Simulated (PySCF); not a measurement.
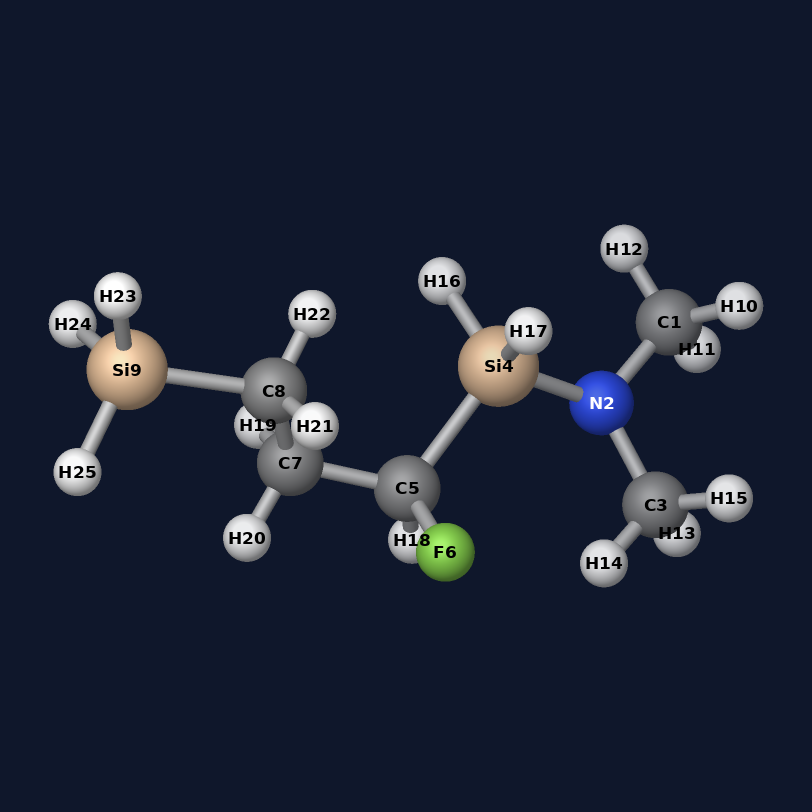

The geometry was computed by an optimisation with GFN2-xTB. No frequency run is at hand to confirm it as a minimum. Electric field gradients from the ground-state density, PBE0/pcSseg-1 (PySCF 2.14.0), non-relativistic apart from any core potentials.

Give the largest field-gradient component, the quadrupole coupling constant and the asymmetry for 14N at N2 (Q = 20.44 mb), 2H at H10 (Q = 2.86 mb), 2H at H11 (Q = 2.86 mb).

```json
{"atom": "N2", "V_zz (a.u.)": "−1.121", "e²qQ/h (MHz)": "−5.38", "η": "0.35"}
{"atom": "H10", "V_zz (a.u.)": "0.295", "e²qQ/h (MHz)": "0.198", "η": "0.05"}
{"atom": "H11", "V_zz (a.u.)": "0.301", "e²qQ/h (MHz)": "0.202", "η": "0.06"}
```

The geometry is semi-empirical. Around Si such bond lengths and angles can be off by a tenth of an ångström or more and by several degrees, and values that hang on the shape move with them.
